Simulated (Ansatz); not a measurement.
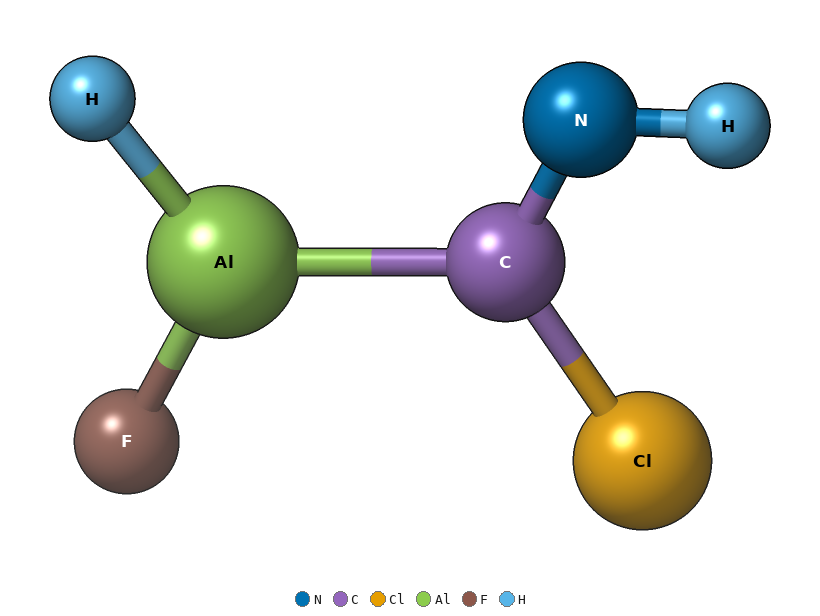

The picture shows a molecular structure as a ball-and-stick model.

The geometry was computed by an optimisation with PBE0-D4/def2-TZVP.

> What is the molecular formula?

CH₂AlClFN, 7 atoms: 1 carbon, 2 hydrogen, 1 aluminium, 1 chlorine, 1 fluorine and 1 nitrogen.

> Count the bonded pairs by element.

1 C–N, 1 C–Cl, 1 C–Al, 1 Al–F, 1 N–H, 1 Al–H.

> Name some functional groups or characteristic bonds that it holds.

Among them: imine, C–Cl bond.

> What is its SMILES?

[H]/N=[C](\Cl)[AlH][F]

The parts below concern this one geometry. Atoms keep their numbers from picture to picture.

Shape

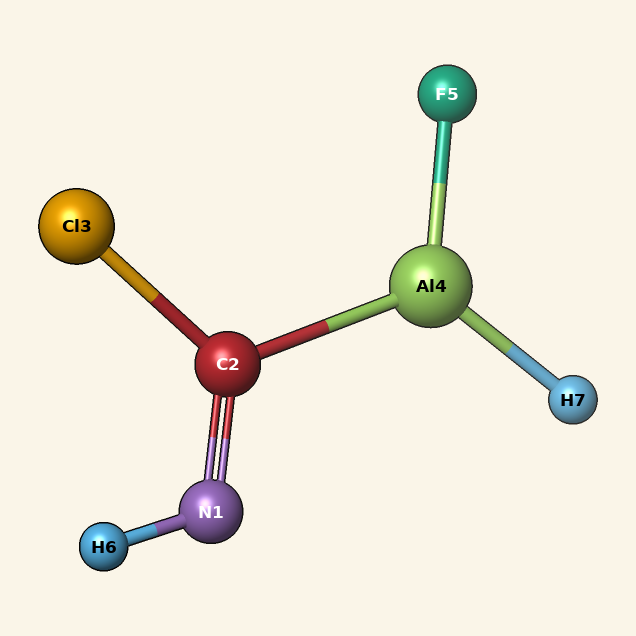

Numbered structure.

Give these bond angles: C2–N1–H6, N1–C2–Cl3, N1–C2–Al4, Cl3–C2–Al4, C2–Al4–F5, C2–Al4–H7, F5–Al4–H7.

```tsv
angle	degrees
C2–N1–H6	114.9
N1–C2–Cl3	122.7
N1–C2–Al4	117.7
Cl3–C2–Al4	119.7
C2–Al4–F5	117.5
C2–Al4–H7	122.4
F5–Al4–H7	120.1
```

Levels of theory compared

Program: Ansatz 0.2.0.

At this fixed geometry, give dipole (D), HOMO–LUMO gap (eV) at these levels: B3LYP-D4/def2-TZVPP; PBE-D4/def2-TZVPP; r2SCAN-D4/def2-TZVPP; ωB97M-V/def2-TZVPP.

| level | dipole (D) | HOMO–LUMO gap (eV) |
| --- | --- | --- |
| B3LYP-D4/def2-TZVPP | 1.15 | 5.62 |
| PBE-D4/def2-TZVPP | 1.15 | 3.84 |
| r2SCAN-D4/def2-TZVPP | 1.17 | 4.31 |
| ωB97M-V/def2-TZVPP | 1.10 | 10.13 |

Vibrations

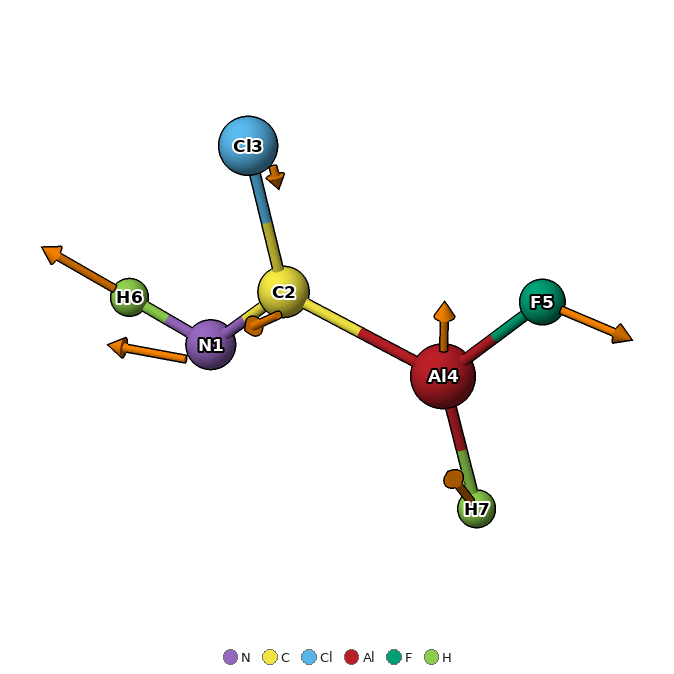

The arrows show one normal mode. Harmonic vibrations computed with RKS PBE0-D4/def2-TZVP (Ansatz 0.2.0) at a stationary point of the same level.

> Describe the motion.

Mostly angle bending.

> At what wavenumber does it lie?

243 cm⁻¹; it is mode 3 of 15 counted from the lowest.

Charges

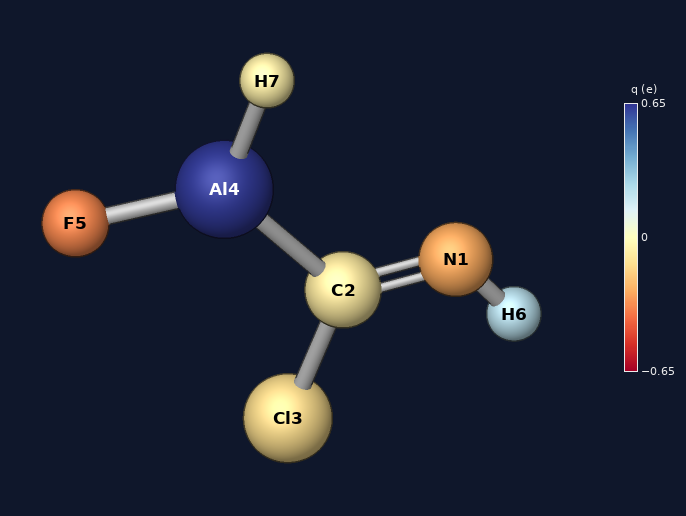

Atoms are coloured by their Mulliken charges. Level of theory: RKS PBE0-D4/def2-TZVP (Ansatz 0.2.0).

Give the Mulliken charges atom by atom.

```tsv
atom	value (e)
N1	−0.26
C2	−0.08
Cl3	−0.13
Al4	0.64
F5	−0.33
H6	0.22
H7	−0.06
```

Mulliken values depend strongly on the basis set and can even reverse the polarity of a bond.
